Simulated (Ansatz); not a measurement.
## Electronic structure of H5NSi···H2 in real space

Input

```
crystal:
  periodic: [false, false, false]
  atoms:
    - { symbol: Si, position_ang: [-0.09722, 0.196952, 0.151537] }
    - { symbol: "N", position_ang: [-0.096282, 0.287006, 1.939028] }
    - { symbol: H, position_ang: [-0.797712, -0.224281, 2.477321] }
    - { symbol: H, position_ang: [0.787204, 0.346321, 2.44629] }
    - { symbol: H, position_ang: [1.320872, 0.316335, -0.327677] }
    - { symbol: H, position_ang: [-0.885485, 1.338476, -0.438534] }
    - { symbol: H, position_ang: [-0.726496, -1.07162, -0.36435] }
    - { symbol: H, position_ang: [1.202029, -2.026004, 0.862938] }
    - { symbol: H, position_ang: [0.94229, -1.665385, 1.432946] }
basis:
  gaussian: { orbitals: def2-SVP }
hamiltonian:
  xc: pbe
  dispersion: d4
relax:
  f_tol: 0.03
  max_steps: 50
output:
  orbitals: {}
```

Launched as:

```sh
ansatz run input.yaml --threads 2 --pin off --max-ram 3072MiB --backend cpu --events-out ev --progress --plain --runs-dir out
```

The fields are those of the run's last geometry, not of the input's.

Theory: RKS PBE-D4/def2-SVP (Ansatz 0.2.0).

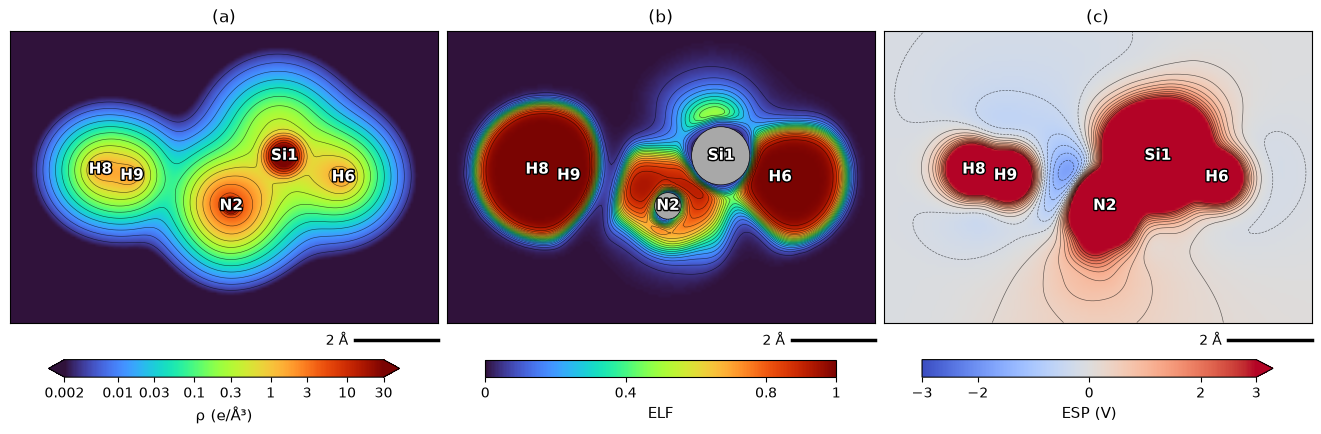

Figure 1. (a) total electron density; (b) electron localisation function; (c) molecular electrostatic potential on the plane of atoms N2, Si1 and H6. Grey discs cover the atomic cores in the ELF map.

> Read the bonding off the picture.

The plane passes through Si, N and H nuclei.
N2···H9 (2.50 Å): the density falls to about 0.08 e/Å³ on the way; the ELF dips to about 0.05 between them (a non-bonded, intermolecular contact).
Si–N (1.75 Å): ρ at the midpoint is about 1 e/Å³; the ELF peaks at about 0.90 between the atoms, as expected for a polar covalent bond.
H–H (0.77 Å): the density is about 1.6 e/Å³ at the midpoint; the ELF peaks at about 1 between the atoms.
Si–H (1.52 Å): the density is about 0.74 e/Å³ at the midpoint; the ELF climbs to about 1 towards the hydrogen, as it does in any bond to H.
The ELF also peaks beside N2, away from the bonds: lone-pair regions.
Outside the dense part of the complex the potential is most negative (−1.8 V) near N2.

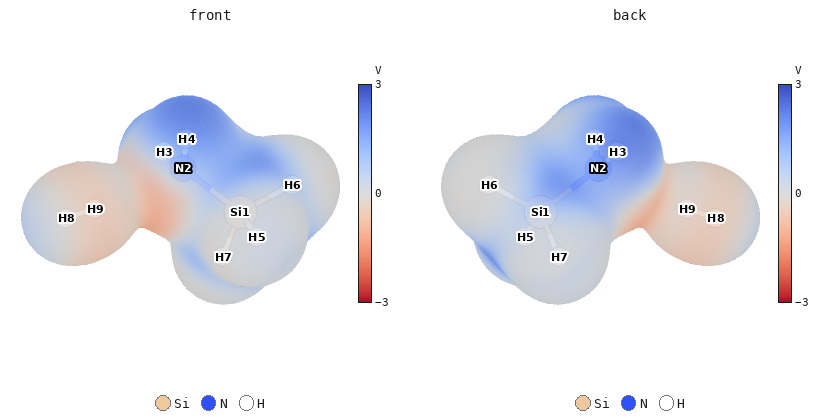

Figure 2. The molecular electrostatic potential painted on the density surface at 0.004 e/bohr³, seen from the front and from behind; red is negative and blue positive.

> Which sites attract a positive test charge, and which a negative one?

A positive charge is drawn to the negative regions and a negative charge to the positive ones. The most negative region (about −1.1 V, or −25 kcal/mol for a unit charge) lies over the gap between the two molecules, near Si1, N2 and H9, the most positive (about +2.2 V, or +51 kcal/mol for a unit charge) over H3 and H4. N2 is the likeliest acceptor of a hydrogen bond.

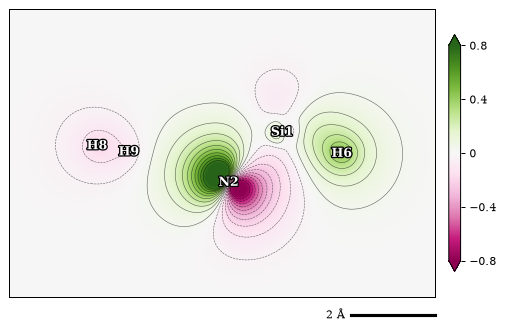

Figure 3. The HOMO on the plane of atoms N2, Si1 and H6 (values in Å⁻³ᐟ²; the overall sign is arbitrary).

> What is the character of this orbital?

By Hirshfeld shares it lies mainly on N2 (about 65 %) and H6 (about 10 %). Its energy is −5.94 eV.
